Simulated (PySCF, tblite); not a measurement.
**C5H11N2Si radical: geometry, infrared bands and EPR parameters**

Aim: predict the infrared bands and EPR parameters of C5H11N2Si radical (`[H]/[C]=C\[C@@H]1CN[Si@@H](C)N1`).

Computed with tblite 0.8.0 and PySCF 2.14.0, with density-fitted response routines of our own, on a single molecule in the gas phase. Atoms count from 0, in the outputs and in this text.

### Step 1. The starting structure

19 atoms, charge 0, multiplicity 2; geometry from: force field or distance geometry start.

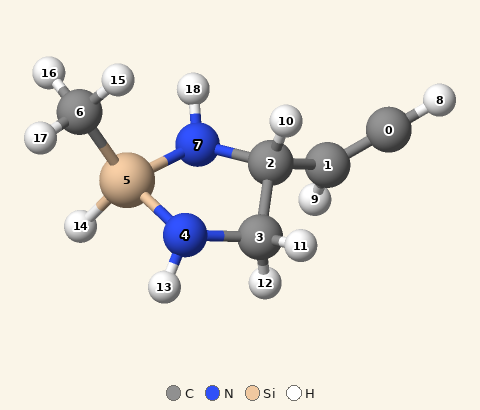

As it starts; carbon grey, nitrogen blue, silicon light orange, hydrogen white, atoms numbered.

### Step 2. Relaxing the molecule with GFN2-xTB

The job: settings as JSON, then the geometry in Å.

```
{"job": {"kind": "relax", "xc": "GFN2-xTB", "basis": "xTB"}, "charge": 0, "multiplicity": 2}
C     -3.145200    -0.946400     1.262200
C     -1.871600    -1.105000     1.142000
C     -0.968700    -0.356200     0.216700
C     -0.324500    -1.245300    -0.872600
N      0.909000    -0.548200    -1.263100
Si     1.562100     0.427200    -0.022800
C      1.868900     2.156200    -0.540900
N      0.169200     0.241900     0.947700
H     -4.201800    -0.809100     1.360100
H     -1.390900    -1.849700     1.792500
H     -1.539500     0.451200    -0.287200
H     -0.989200    -1.398200    -1.723300
H     -0.072200    -2.239600    -0.448300
H      1.606500    -1.229400    -1.570000
H      2.696100    -0.275400     0.598200
H      0.977500     2.604900    -0.980100
H      2.153200     2.785800     0.315600
H      2.676100     2.211100    -1.271800
H     -0.124700     1.133300     1.337600
```

Started as:

```bash
> OMP_NUM_THREADS=1 python probes_run.py task.json out
```

One launch serves the whole session: the jobs run in the order shown.

The log of the run:

```text
step      E/eV     max force
  0    -646.89822    1.820
  1    -647.04083    0.859
  2    -647.07748    0.681
  3    -647.12688    0.537
  4    -647.16552    0.656
  5    -647.18977    0.800
  6    -647.21107    0.370
  7    -647.22973    0.347
  8    -647.24864    0.268
  9    -647.26234    0.251
 10    -647.27678    0.264
 11    -647.28870    0.308
 12    -647.30178    0.364
 13    -647.31976    0.392
 14    -647.33905    0.528
 15    -647.36053    0.557
 16    -647.38274    0.316
 17    -647.39017    0.417
 18    -647.39810    0.226
 19    -647.40678    0.300
 20    -647.41869    0.460
 21    -647.42999    0.474
 22    -647.44190    0.351
 23    -647.45211    0.229
 24    -647.46029    0.239
 25    -647.46792    0.236
 26    -647.47452    0.178
 27    -647.47896    0.161
 28    -647.48212    0.117
 29    -647.48394    0.133
 30    -647.48530    0.137
 31    -647.48630    0.119
 32    -647.48774    0.070
 33    -647.48842    0.076
 34    -647.48925    0.069
 35    -647.48982    0.085
 36    -647.49053    0.081
 37    -647.49120    0.062
 38    -647.49177    0.052
 39    -647.49218    0.046
 40    -647.49260    0.057
 41    -647.49316    0.060
 42    -647.49381    0.065
 43    -647.49437    0.066
 44    -647.49487    0.049
 45    -647.49540    0.060
 46    -647.49600    0.061
 47    -647.49658    0.058
 48    -647.49705    0.050
 49    -647.49748    0.048
 50    -647.49800    0.052
 51    -647.49860    0.053
 52    -647.49908    0.046
 53    -647.49941    0.038
 54    -647.49969    0.041
 55    -647.50003    0.043
 56    -647.50044    0.048
 57    -647.50085    0.057
 58    -647.50124    0.053
 59    -647.50169    0.053
 60    -647.50225    0.062
 61    -647.50278    0.050
 62    -647.50315    0.045
 63    -647.50340    0.039
 64    -647.50366    0.046
 65    -647.50395    0.044
 66    -647.50422    0.048
 67    -647.50445    0.042
 68    -647.50467    0.034
 69    -647.50494    0.040
 70    -647.50527    0.041
 71    -647.50564    0.044
 72    -647.50604    0.046
 73    -647.50655    0.060
 74    -647.50733    0.084
 75    -647.50840    0.092
 76    -647.50941    0.068
 77    -647.51004    0.066
 78    -647.51046    0.060
 79    -647.51091    0.079
 80    -647.51145    0.083
 81    -647.51221    0.052
 82    -647.51271    0.054
 83    -647.51305    0.049
 84    -647.51352    0.043
 85    -647.51400    0.062
 86    -647.51446    0.077
 87    -647.51504    0.085
 88    -647.51569    0.069
 89    -647.51667    0.066
 90    -647.51721    0.064
 91    -647.51803    0.076
 92    -647.51873    0.069
 93    -647.51938    0.076
 94    -647.52015    0.074
 95    -647.52107    0.084
 96    -647.52231    0.106
 97    -647.52443    0.107
 98    -647.52630    0.106
 99    -647.52622    0.204
100    -647.52785    0.128
101    -647.52886    0.067
102    -647.52940    0.052
103    -647.53053    0.074
104    -647.53204    0.129
105    -647.53378    0.104
106    -647.53532    0.094
107    -647.53703    0.104
108    -647.53861    0.099
109    -647.54043    0.094
110    -647.54218    0.214
111    -647.54457    0.180
112    -647.54706    0.092
113    -647.54866    0.104
114    -647.55035    0.126
115    -647.55214    0.076
116    -647.55412    0.116
117    -647.55544    0.146
118    -647.55643    0.112
119    -647.55820    0.076
120    -647.55937    0.080
121    -647.56053    0.092
122    -647.56173    0.088
123    -647.56327    0.077
124    -647.56453    0.101
125    -647.56560    0.097
126    -647.56670    0.080
127    -647.56809    0.080
128    -647.56947    0.068
129    -647.57057    0.070
130    -647.57170    0.075
131    -647.57285    0.067
132    -647.57390    0.055
133    -647.57468    0.059
134    -647.57521    0.057
135    -647.57560    0.045
136    -647.57592    0.085
137    -647.57625    0.038
138    -647.57655    0.044
139    -647.57678    0.034
140    -647.57702    0.038
141    -647.57732    0.041
142    -647.57759    0.043
143    -647.57787    0.042
144    -647.57822    0.042
145    -647.57880    0.053
146    -647.57978    0.069
147    -647.58086    0.115
148    -647.58190    0.082
149    -647.58123    0.199
150    -647.58315    0.117
151    -647.58401    0.060
152    -647.58469    0.061
153    -647.58600    0.086
154    -647.58670    0.073
155    -647.58752    0.140
156    -647.58791    0.111
157    -647.58865    0.048
158    -647.58945    0.054
159    -647.59000    0.049
160    -647.59089    0.104
161    -647.59149    0.129
162    -647.59201    0.081
163    -647.59232    0.038
164    -647.59254    0.029
165    -647.59274    0.044
166    -647.59293    0.045
167    -647.59308    0.030
168    -647.59319    0.026
169    -647.59328    0.028
170    -647.59334    0.023
171    -647.59338    0.014
172    -647.59341    0.015
173    -647.59344    0.022
174    -647.59346    0.020
175    -647.59349    0.013
176    -647.59351    0.012
177    -647.59355    0.014
178    -647.59361    0.026
179    -647.59368    0.031
180    -647.59379    0.028
181    -647.59396    0.032
182    -647.59424    0.042
183    -647.59461    0.047
184    -647.59498    0.042
185    -647.59523    0.030
186    -647.59536    0.021
187    -647.59542    0.019
188    -647.59545    0.016
189    -647.59548    0.013
190    -647.59549    0.012
191    -647.59550    0.006
```

Run time: 1.3 s. Hardware: 1 thread of Arm Neoverse V2, shared host.

The steps of the relaxation: (not every step is listed)

| step | energy from step 0 (eV) | largest force (eV/Å) |
| --- | --- | --- |
| 0 | 0.0000 | 1.8200 |
| 1 | -0.1426 | 0.8594 |
| 2 | -0.1793 | 0.6807 |
| 3 | -0.2287 | 0.5367 |
| 4 | -0.2673 | 0.6558 |
| 5 | -0.2915 | 0.7997 |
| 6 | -0.3128 | 0.3703 |
| 7 | -0.3315 | 0.3467 |
| 8 | -0.3504 | 0.2683 |
| 25 | -0.5697 | 0.2361 |
| 42 | -0.5956 | 0.0648 |
| 59 | -0.6035 | 0.0526 |
| 76 | -0.6112 | 0.0684 |
| 93 | -0.6212 | 0.0755 |
| 110 | -0.6440 | 0.2144 |
| 127 | -0.6699 | 0.0802 |
| 144 | -0.6800 | 0.0423 |
| 161 | -0.6933 | 0.1294 |
| 178 | -0.6954 | 0.0264 |
| 186 | -0.6971 | 0.0211 |
| 187 | -0.6972 | 0.0188 |
| 188 | -0.6972 | 0.0164 |
| 189 | -0.6973 | 0.0132 |
| 190 | -0.6973 | 0.0122 |
| 191 | -0.6973 | 0.0057 |

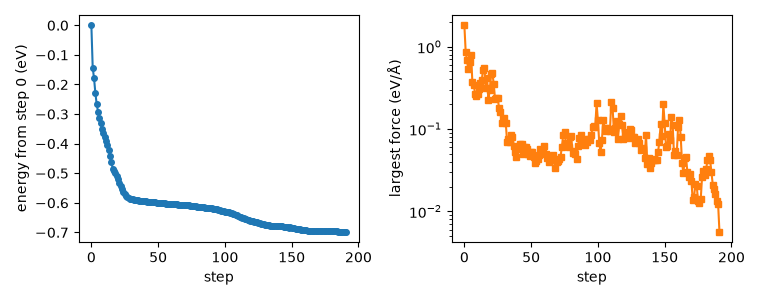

Energy and force, step by step.

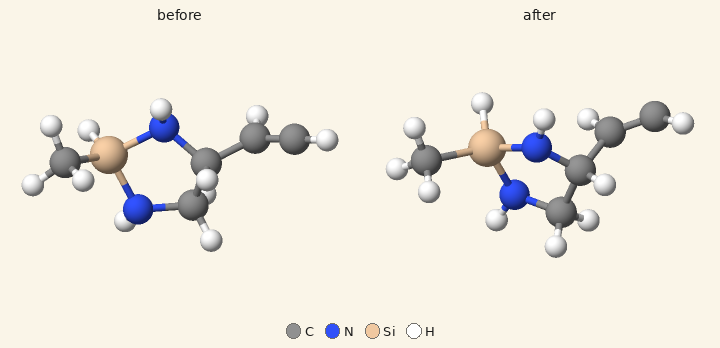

Before and after, at one scale.

Distances of close pairs at the start and the end, largest changes first:

```
  bond  before (Å)  after (Å)  change (Å)
Si5–C6       1.831      1.893      +0.062
 C1–C2       1.494      1.547      +0.053
 C2–N7       1.479      1.431      -0.048
 C3–N4       1.470      1.444      -0.026
Si5–N7       1.708      1.728      +0.020
N4–H13       1.022      1.004      -0.018
 C1–H9       1.099      1.082      -0.018
 C2–C3       1.547      1.530      -0.017
```

The final coordinates are the input of the step that follows.

### Step 3. Infrared spectrum with GFN2-xTB

The job: settings as JSON, then the geometry in Å.

```
{"job": {"kind": "ir", "xc": "GFN2-xTB", "basis": "xTB"}, "charge": 0, "multiplicity": 2}
C     -2.490852    -1.520052     1.859542
C     -1.400240    -1.236733     1.239539
C     -1.257719    -0.279171     0.032597
C     -0.526771    -1.005097    -1.098539
N      0.884829    -0.849405    -0.837447
Si     1.236439     0.488484     0.184314
C      2.156539     1.983708    -0.522686
N     -0.443712     0.848652     0.367997
H     -3.520160    -1.251682     1.767950
H     -0.437079    -1.638692     1.524399
H     -2.256486     0.043047    -0.280152
H     -0.814389    -0.560364    -2.061796
H     -0.802349    -2.065456    -1.116932
H      1.484608    -1.226173    -1.549627
H      1.929367    -0.025037     1.378986
H      1.649259     2.423844    -1.375380
H      2.274910     2.755273     0.229928
H      3.150857     1.688857    -0.839760
H     -0.826852     1.435247     1.089607
```

The log of the run:

```text
mode    cm-1     km/mol
  1      64.5      0.50
  2      92.5      0.95
  3     100.9      0.30
  4     108.9      1.06
  5     154.2      1.03
  6     230.3     18.14
  7     302.2     27.42
  8     333.6      6.61
  9     351.2     39.77
 10     374.1      8.32
 11     469.0     69.18
 12     528.8    104.65
 13     594.3    105.02
 14     636.8      8.06
 15     690.6      6.18
 16     706.8     53.40
 17     745.6     37.51
 18     754.5    246.76
 19     785.6      8.99
 20     821.8     43.93
 21     860.5     37.92
 22     885.2    173.82
 23     897.9    136.02
 24     946.6     36.50
 25     965.1     11.11
 26    1022.3      2.36
 27    1094.0     14.48
 28    1146.5      1.85
 29    1168.9     31.25
 30    1178.8    176.58
 31    1212.3    120.38
 32    1256.8     21.13
 33    1272.4     26.29
 34    1309.5     51.28
 35    1356.2     41.75
 36    1375.7     19.65
 37    1485.6      0.49
 38    1488.1      2.12
 39    1498.8      0.11
 40    1727.2      1.89
 41    2168.1    334.55
 42    2850.9     68.56
 43    2914.1     54.65
 44    2921.5     75.27
 45    3029.8     25.97
 46    3044.0     22.11
 47    3056.5     44.66
 48    3060.7     21.55
 49    3162.2     52.92
 50    3488.1      1.51
 51    3503.4      1.68
```

It took 0.63 s on 1 thread of Arm Neoverse V2, shared host.

Which atoms move in the most intense modes:

| cm⁻¹ | km/mol | atoms |
| --- | --- | --- |
| 529 | 104.7 | H18 54 %, N7 23 % |
| 594 | 105.0 | H14 82 % |
| 754 | 246.8 | H8 31 %, C0 15 % |
| 885 | 173.8 | Si5 20 %, N7 19 % |
| 898 | 136.0 | Si5 35 %, N4 23 % |
| 1179 | 176.6 | H9 26 %, C2 17 %, C3 13 %, N4 11 % |
| 1212 | 120.4 | H9 32 %, H11 24 %, C2 14 % |
| 2168 | 334.6 | H14 97 % |

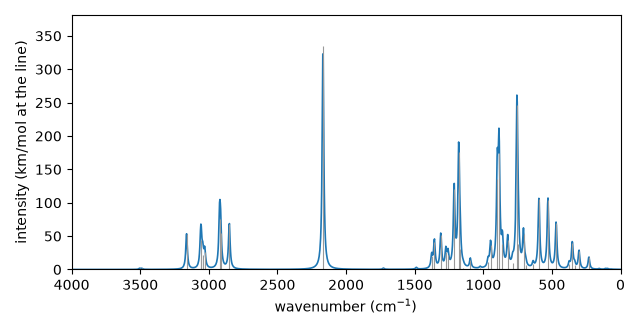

The infrared spectrum from these modes, unscaled. Lines are broadened to a width of 14 cm⁻¹ (Lorentzian).

### Step 4. g tensor and hyperfine couplings: B3LYP/pcH-1

The job, as its differences from that of step 3:

```diff
@@ -1,2 +1,2 @@
-{"job": {"kind": "ir", "xc": "GFN2-xTB", "basis": "xTB"}, "charge": 0, "multiplicity": 2}
+{"job": {"kind": "epr", "basis": "pcH-1"}, "charge": 0, "multiplicity": 2}
 C     -2.490852    -1.520052     1.859542
```

Method: UKS B3LYP, pcH-1 on C H N Si, non-relativistic, mean-field spin-orbit, GIAO.

The log of the run:

```text
UKS, coarse grid
  cycle   1  E = -596.01771795  |g| = 4.85e-01
  cycle   2  E = -595.95635095  |g| = 6.20e-01
  cycle   3  E = -596.12292385  |g| = 8.80e-02
  cycle   4  E = -596.12563977  |g| = 4.42e-02
  cycle   5  E = -596.12663956  |g| = 1.63e-02
  cycle   6  E = -596.12678257  |g| = 6.37e-03
  cycle   7  E = -596.12681851  |g| = 2.18e-03
  cycle   8  E = -596.12682837  |g| = 1.31e-03
  cycle   9  E = -596.12683053  |g| = 5.72e-04
UKS, final grid
  cycle   1  E = -596.12684745  |g| = 6.12e-04
  cycle   2  E = -596.12684748  |g| = 8.72e-04
  cycle   3  E = -596.12684783  |g| = 1.50e-04
  cycle   4  E = -596.12684788  |g| = 1.26e-04
  cycle   5  E = -596.12684792  |g| = 3.61e-05
  cycle   6  E = -596.12684792  |g| = 1.58e-05
E = -596.12684792 Eh   <S^2> = 0.7584 (exact 0.7500)
g shifts (ppm)      1          2          3
  rmc          -150       -150       -150
  gc             29          5        -49
  oz_so        -282         16        589
  total        -402       -129        390
hyperfine (MHz)  atom isotope    a_iso     a_fc   dipolar eigenvalues
    0   13C     321.51     321.63    -78.20    -57.71    135.91
    1   13C     -26.53     -26.53    -19.14      1.27     17.87
    2   13C      79.95      79.96     -9.98     -9.34     19.32
    3   13C      -1.65      -1.65     -0.91     -0.80      1.71
    4   14N       0.46       0.46     -0.20     -0.09      0.29
    5  29Si       0.64       0.64     -0.34      0.15      0.19
    6   13C       1.08       1.08     -0.18     -0.18      0.36
    7   14N      -0.68      -0.68     -1.01     -0.88      1.90
    8    1H      47.55      47.55    -30.86     -6.73     37.59
    9    1H     109.64     109.65     -6.03     -5.07     11.10
   10    1H      -6.44      -6.44     -6.24     -0.84      7.09
   11    1H       6.89       6.89     -1.15     -0.77      1.92
   12    1H       2.27       2.27     -1.64     -1.18      2.83
   13    1H       1.14       1.14     -0.69     -0.54      1.23
   14    1H       1.22       1.22     -0.85     -0.61      1.46
   15    1H      -0.09      -0.09     -0.37     -0.30      0.67
   16    1H      -0.08      -0.08     -0.33     -0.28      0.61
   17    1H       0.25       0.25     -0.29     -0.23      0.52
   18    1H       0.84       0.84     -2.25     -0.39      2.64
```

Wall time 2.2 min (1 thread of Arm Neoverse V2, shared host); peak memory 1.1 GiB.

Principal g values 2.00192, 2.00219, 2.00271; g(iso) = 2.00227, against 2.00232 for a free electron.

Mean a(iso) over the nuclei that a row names, and the largest dipolar term of the row (other rows stand at the frozen geometry):

| nuclei | isotope | a(iso) (MHz) | a(iso) (G, at g = 2.0023) | largest dipolar term (MHz) |
| --- | --- | --- | --- | --- |
| C0 | 13C | 321.5 | 114.7 | 135.9 |
| H9 | 1H | 109.6 | 39.1 | 11.1 |
| C2 | 13C | 79.9 | 28.5 | 19.3 |
| H8 | 1H | 47.6 | 17.0 | 37.6 |
| C1 | 13C | -26.5 | -9.5 | -19.1 |
| H11 | 1H | 6.9 | 2.5 | 1.9 |
| H10 | 1H | -6.4 | -2.3 | 7.1 |
| H12 | 1H | 2.3 | 0.8 | 2.8 |
| C3 | 13C | -1.7 | -0.6 | 1.7 |
| H14 | 1H | 1.2 | 0.4 | 1.5 |
| H13 | 1H | 1.1 | 0.4 | 1.2 |
| C6 | 13C | 1.1 | 0.4 | 0.4 |
| H18 | 1H | 0.8 | 0.3 | 2.6 |
| N7 | 14N | -0.7 | -0.2 | 1.9 |

Mulliken spin populations:

C0 1.01; C1 -0.17; C2 0.08; C3 0.00; N4 0.00; Si5 0.00; C6 0.00; N7 0.02; H8 0.01; H9 0.04; H10 0.00; H11 0.00; H12 0.00; H13 0.00; H14 0.00; H15 0.00; H16 0.00; H17 0.00; H18 0.00

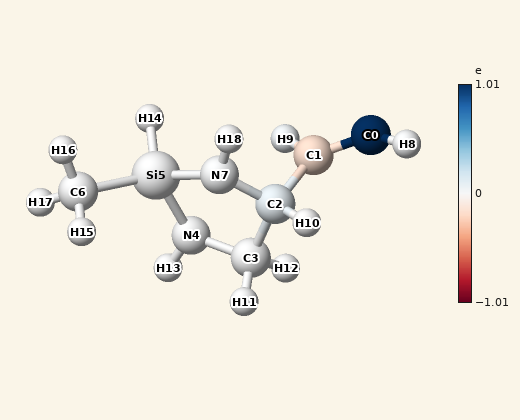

Mulliken spin populations, as colours on the atoms.

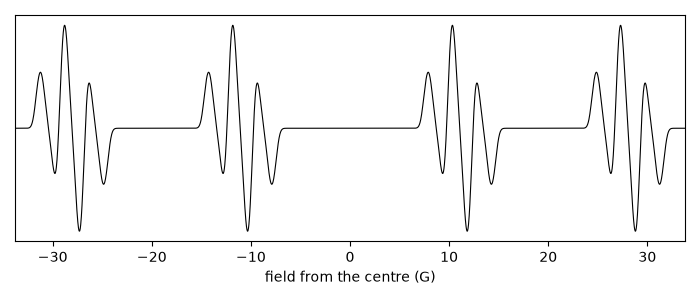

First-order isotropic spectrum (first derivative, main isotopes with spin only, couplings over 0.8 MHz, Gaussian width 0.3 G; couplings of the frozen geometry, rotation of groups not averaged beyond the rows shown).

Orbitals, density, ELF and potential are computed afterwards from the orbital file.

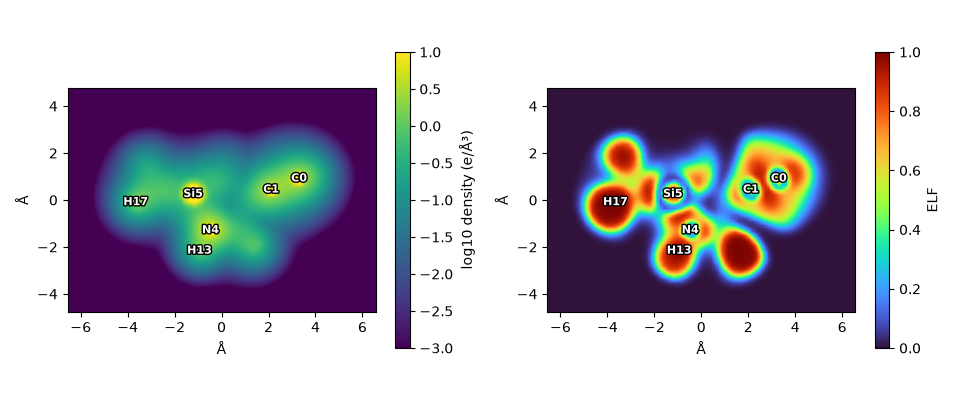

Density (left) and ELF (right) in a plane through or near 6 of the atoms.

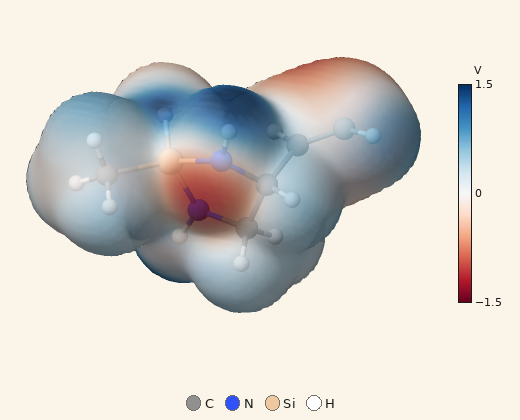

Electrostatic potential on the surface of density 0.002 e/bohr³; red is low, blue high. It runs from -0.99 V near N7 to 1.50 V near H13.

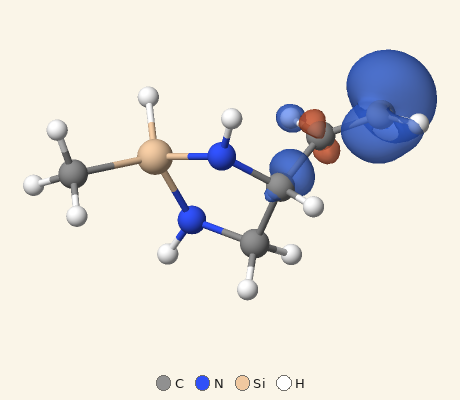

Spin density at ±0.05 e/Å³ (alpha excess blue, beta excess red).

### Step 5. Outcome

```
                                                                  quantity                  value
                                 strongest single infrared mode (GFN2-xTB)  2168 cm⁻¹, 335 km/mol
                                              zero-point energy (GFN2-xTB)          94.6 kcal/mol
                                                            g(iso) (B3LYP)                2.00227
                                                                      ⟨S²⟩     0.758 (exact 0.75)
                                        largest a(iso) (averaged by class)   13C on C0, 321.5 MHz
potential on the surface of density 0.002 e/bohr³, 1st and 99th percentile     -0.99 V and 1.50 V
```

In words: Relaxing lowered the energy by 0.697 eV in 191 steps; the close pair that moved most is Si5–C6, from 1.831 to 1.893 Å. All 51 modes are real, so the xTB geometry is a minimum. The strongest single mode, at 2168 cm⁻¹, moves mainly H14. GFN2-xTB is a fitted tight-binding method: band positions and strengths are rough. Its intensities can rank the bands wrongly. Most of the unpaired spin sits on C0 (1.01 e). The isotropic g lies 0.0 ppt below the free-electron value. These values are for one conformer; the search (at its own cheap level) found 2 more, at 0.00, 3.65 kcal/mol (those within 0.05 may be mirror or relabelled copies), and measured spectra average over such forms.
